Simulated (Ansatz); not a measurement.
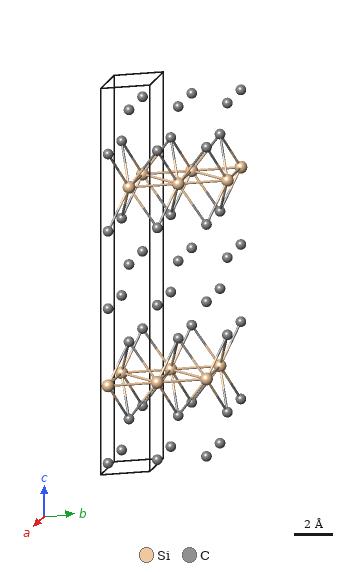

Solid SiC4 (a generated structure, set up in P6_3/mmc) (coarse preliminary run), before the relaxation. Style: ball-and-stick. Shown: the cell of the calculation, repeated 2 × 3 × 1 with one cell outlined, slightly off an axis.

Computed with Ansatz 0.2.0, DFT PBE, scalar-relativistic, plane waves, PAW.

The input:
```yaml
crystal:
  lattice:
    - [2.68926402, 0.0, 0.0]
    - [-1.34463201, 2.32897096, 0.0]
    - [0.0, 0.0, 21.21992818]
  atoms:
    - { symbol: Si, position: [0.33333333, 0.66666667, 0.75] }
    - { symbol: Si, position: [0.66666667, 0.33333333, 0.25] }
    - { symbol: C, position: [0.33333333, 0.66666667, 0.95] }
    - { symbol: C, position: [0.33333333, 0.66666667, 0.15] }
    - { symbol: C, position: [0.33333333, 0.66666667, 0.35] }
    - { symbol: C, position: [0.33333333, 0.66666667, 0.55] }
    - { symbol: C, position: [0.66666667, 0.33333333, 0.65] }
    - { symbol: C, position: [0.66666667, 0.33333333, 0.85] }
    - { symbol: C, position: [0.66666667, 0.33333333, 0.05] }
    - { symbol: C, position: [0.66666667, 0.33333333, 0.45] }
basis:
  ecutwfc: 420
kpoints:
  mp_grid: { grid: [6, 6, 1] }
hamiltonian:
  xc: pbe
scf:
  occupations: { method: gaussian, width: 0.1 }
  lower_state_search: "off"
output:
  forces: true
  stress: true
  eigenvalues: true
relax:
  adjacent_minimum: "off"
  f_tol: 0.04
  max_steps: 70
  cell: { stress_tol: 0.4 }
```

Command:
```bash
ansatz run input.yaml --threads 1 --pin off --max-ram 2560MiB --backend cpu --events-out ev --progress --plain --runs-dir out
```

Q: Where does the relaxation end?

A: The largest moves relative to the cell, 1.76 Å, are those of C4, C5, C7 and C8. C7 goes along −c. Si stays in place. The volume changes by −4.8 %, with a = b 2.689 → 2.471 Å (−8.1 %), c 21.220 → 23.928 Å (+12.8 %). Near-neighbour distances that change, for instance: Si1–C7 2.629 → 4.394 Å, C3–C8 2.629 → 1.426 Å, Si1–Si1 2.689 → 2.471 Å. New bonds form: C3–C8 (2.63 → 1.43 Å), C4–C9 (2.63 → 1.43 Å), C5–C10 (2.63 → 1.43 Å), C6–C7 (2.63 → 1.43 Å). The space group stays P6_3/mmc (No. 194). The energy falls by 4160 meV per atom in 21 accepted moves (23 points after the start). Largest force component: 0.065 eV/Å at the start, 0.0023 eV/Å at the end. Pressure: −24.64 GPa at the start and 0.16 GPa at the end. The SCF was repeated twice at an unchanged geometry on a basis and grid sized afresh for the cell, which shifted the energy by 1.6 meV per atom at most. Cost: 72 s on 1 thread of Intel(R) Xeon(R) Processor @ 2.70GHz, on a shared host, peak memory 0.39 GiB.

Final geometry:

```
CELL_PARAMETERS angstrom
2.47071 0.00000 0.00000
-1.23536 2.13970 0.00000
0.00000 0.00000 23.92815
ATOMIC_POSITIONS crystal
Si 0.33333 0.66667 0.75000
Si 0.66667 0.33333 0.25000
C 0.33333 0.66667 0.92366
C 0.33333 0.66667 0.07633
C 0.33333 0.66667 0.42367
C 0.33333 0.66667 0.57634
C 0.66667 0.33333 0.57633
C 0.66667 0.33333 0.92367
C 0.66667 0.33333 0.07634
C 0.66667 0.33333 0.42366
```

After the run, drawn alike:

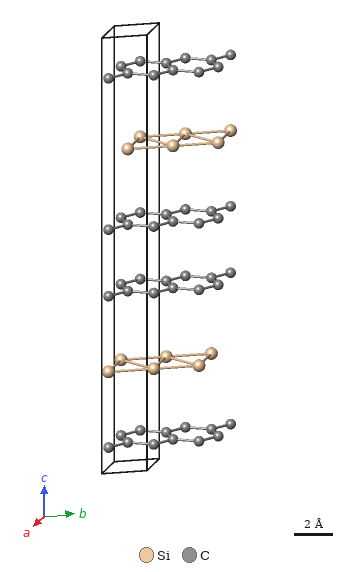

Limits of the set-up: the k-point mesh is coarse for a cell with partly filled bands.
